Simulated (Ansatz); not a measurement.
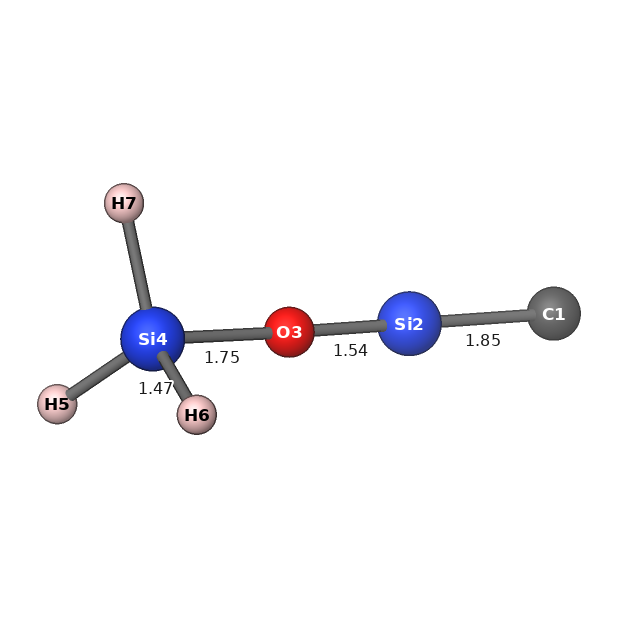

The numbers beside the sticks are distances in Å. Sticks don't show bond order. The species has charge +1 and is a spin singlet. Computed geometry: PBE0-D4/def2-TZVP optimisation. No frequency run is at hand to confirm it as a minimum.

**Assign a bond order to each marked bond.**

C1–Si2 triple; Si2–O3 single; O3–Si4 single; Si4–H6 single. This is one Lewis structure.

**Give the structure as SMILES.**

[C+]#[Si]O[SiH3]
